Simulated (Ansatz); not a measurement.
**SiH4 (silane): levels of theory compared**

We compute a comparison of 6 runs (BHLYP/6-31G, BLYP/3-21G, SVWN5/6-31G, CCSDT(Q)/3-21G, CCSDT/3-21G, FCI/3-21G) of SiH4 (silane). 

Program for the calculation: Ansatz 0.2.0.

53 further runs of the same task are left out: 2 that didn't finish, 51 set aside as unsound or not needed.

### Step 1. Starting point

SiH4: 5 atoms, total charge 0, spin state singlet. As SMILES, `[SiH4]`. The H2–Si1 distance was set to 3.711 Å, away from the relaxed value. At this shape a bond of the SMILES string is far longer than usual.

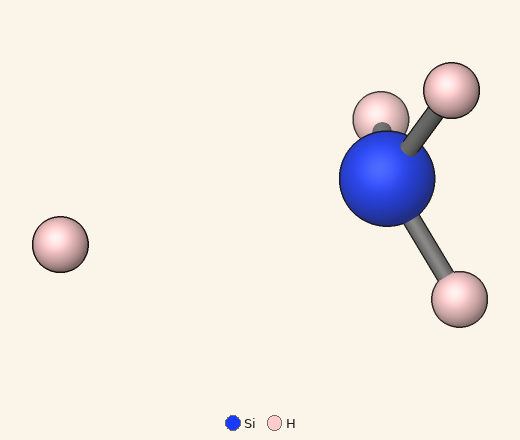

The structure, seen from a chosen angle (silicon blue, hydrogen pink).

### Step 2. The energy at BHLYP/6-31G (run 1)

File run.yaml:

```yaml
crystal:
  periodic: [false, false, false]
  atoms:
    - {symbol: Si, position_ang: [-1.451406, 1.032605, -1.336606]}
    - {symbol: H, position_ang: [0.967600, -0.688400, 0.890900]}
    - {symbol: H, position_ang: [-2.782406, 1.077505, -0.680506]}
    - {symbol: H, position_ang: [-1.556506, 0.292305, -2.619106]}
    - {symbol: H, position_ang: [-0.982906, 2.416405, -1.600706]}
basis:
  gaussian:
    orbitals: 6-31G
hamiltonian:
  xc: {name: BHLYP}
accuracy: high
```

Started as:

```
$ ansatz run run.yaml --threads 1 --pin off --max-ram 2610MiB --events-out events.jsonl --progress --plain --runs-dir runs
```

Log:

```text
Warning: RAYON_NUM_THREADS=1 ignored (pool sized by the plan → 1); use --threads N
Functional definition: BHLYP
  name "BHLYP"
  parameter a = 0.5
  exchange = (1 - a)*b88_x + a*exact_x
  correlation = lyp_c
465 factors; integrals over basis functions are off by at most 3.4e-9 eV
mean field evaluation 1: about -7934.4267 eV, gradient 9.9e0 eV
mean field evaluation 2: about -7930.7546 eV, gradient 2.0e1 eV
mean field evaluation 4: about -7935.1928 eV, gradient 1.4e0 eV
mean field evaluation 8: about -7935.2032 eV, gradient 6.2e-2 eV
mean field evaluation 16: about -7935.2032 eV, gradient 2.0e-8 eV
mean field -7935.20320725 eV, -291.6133391924 hartree, gradient 2.2e-8 eV, S^2 0.000000; 0 other end points of the search recorded, 0 dependent functions left out
reference -7935.20323127 eV, -291.6133400752 hartree; 9, 9 occupied and 12, 12 virtual orbitals, 465 factors
Total energy: -7935.20323127 eV, -291.6133400752 hartree
```

Run time: 0.86 s. Hardware: 1 thread of Arm Neoverse V1, shared host.

### Step 3. A single-point energy at BLYP/3-21G (run 2)

File in.yaml:

```yaml
basis:
  gaussian:
    orbitals: 3-21G.json
crystal:
  periodic: [false, false, false]
  atoms:
    - symbol: Si
      position_ang: [-1.451406, 1.032605, -1.336606]
    - symbol: H
      position_ang: [0.967600, -0.688400, 0.890900]
    - symbol: H
      position_ang: [-2.782406, 1.077505, -0.680506]
    - symbol: H
      position_ang: [-1.556506, 0.292305, -2.619106]
    - symbol: H
      position_ang: [-0.982906, 2.416405, -1.600706]
magnetization:
  spin_polarized: false
  initial_magnetization: 0
hamiltonian:
  xc: {name: BLYP}
accuracy: high
```

The basis set 3-21G is read from a file made from the Basis Set Exchange's data (not shown).

Started as:

```
$ ansatz run in.yaml --threads 1 --pin off --max-ram 2610MiB --events-out events.jsonl --progress --plain --runs-dir runs
```

Log:

```text
Warning: RAYON_NUM_THREADS=1 ignored (pool sized by the plan → 1); use --threads N
Functional definition: BLYP
  name "BLYP"
  parameter beta = 0.0042
  parameter a = 0.04918
  parameter b = 0.132
  parameter c = 0.2533
  parameter d = 0.349
  exchange = b88_x(beta = beta)
  correlation = lyp_c(a = a, b = b, c = c, d = d)
410 factors; integrals over basis functions are off by at most 3.2e-9 eV
mean field evaluation 1: about -7893.9104 eV, gradient 1.4e1 eV
mean field evaluation 2: about -7884.8311 eV, gradient 2.4e1 eV
mean field evaluation 4: about -7894.8604 eV, gradient 5.5e0 eV
mean field evaluation 8: about -7894.8605 eV, gradient 5.5e0 eV
mean field evaluation 16: about -7894.9866 eV, gradient 1.5e-7 eV
mean field -7894.98659785 eV, -290.1354060570 hartree, gradient 1.3e-8 eV, S^2 0.000000; 0 other end points of the search recorded, 0 dependent functions left out
reference -7894.98664582 eV, -290.1354078197 hartree; 9, 9 occupied and 12, 12 virtual orbitals, 410 factors
Total energy: -7894.98664582 eV, -290.1354078197 hartree
```

Wall time 0.86 s (1 thread of Arm Neoverse V1, shared host).

Runs 3 to 5 aren't shown in full; the table further down has their settings and results.

### Step 4. The energy at FCI/3-21G (run 6)

File in.yaml:

```yaml
crystal:
  periodic: [false, false, false]
  atoms:
    - {symbol: Si, position_ang: [-1.451406, 1.032605, -1.336606]}
    - {symbol: H, position_ang: [0.967600, -0.688400, 0.890900]}
    - {symbol: H, position_ang: [-2.782406, 1.077505, -0.680506]}
    - {symbol: H, position_ang: [-1.556506, 0.292305, -2.619106]}
    - {symbol: H, position_ang: [-0.982906, 2.416405, -1.600706]}
basis:
  gaussian:
    orbitals: 3-21G.json
correlation:
  method: fci
  frozen_orbitals: {H: 0, Si: 5}
accuracy: high
```

The basis set 3-21G is read from a file made from the Basis Set Exchange's data (not shown).

Started as:

```
$ ansatz run in.yaml --threads 1 --pin off --max-ram 2610MiB --events-out events.jsonl --progress --plain --runs-dir runs
```

Log, shortened:

```text
Warning: RAYON_NUM_THREADS=1 ignored (pool sized by the plan → 1); use --threads N
Functional definition: HF
  name "HF"
[...]
410 factors; integrals over basis functions are off by at most 3.2e-9 eV
[...]
mean field -7876.50318680 eV, -289.4561532293 hartree, gradient 1.2e-8 eV, S^2 0.000000; 1 other end points of the search recorded, 0 dependent functions left out; unrestricted orbitals would lower it
unrestricted determinant -7879.79632975 eV, -289.5771740004 hartree, S^2 0.9893
5 core orbitals not correlated: weight in the atoms' cores, before any rotation towards them, 1.000 or more for the frozen orbitals, at most 0.000 for the correlated occupied ones
reference -7876.50318680 eV, -289.4561532293 hartree; 4, 4 occupied and 12, 12 virtual orbitals, 410 factors
state -7881.77534594 eV, -289.6499015040 hartree
Total energy: -7881.77534594 eV, -289.6499015040 hartree
```

Wall time 11 s (1 thread of Arm Neoverse V1, shared host); peak memory 0.31 GiB.

### Step 5. The series

```csv
run,level,frozen core orbitals,energy (Eh),wall time
1,BHLYP/6-31G,–,-291.613340,0.86 s
2,BLYP/3-21G,–,-290.135408,0.86 s
3,SVWN5/6-31G,–,-290.444032,0.64 s
4,CCSDT(Q)/3-21G,5,-289.649898,0.38 s
5,CCSDT/3-21G,5,-289.649815,0.34 s
6,FCI/3-21G,5,-289.649902,11 s
```

### Step 6. What came out

```
                                          quantity          value
                               run 6: total energy  -289.64990 Eh
run 6: correlation energy (5 core orbitals frozen)     -193.7 mEh
```

In words: Against full CI in this basis: CCSDT(Q) +0.0 mEh; CCSDT +0.1 mEh. Totals of different functionals can't be ranked against each other. In runs 4, 5 the log says that unrestricted orbitals would lower the reference, so the values rest on an unstable closed-shell determinant (other closed-shell runs at this shape may share the fault). In runs 1, 2, 3 a closed-shell determinant meets a far-stretched bond, which it describes badly. All runs together took 14 s, the longest 11 s.
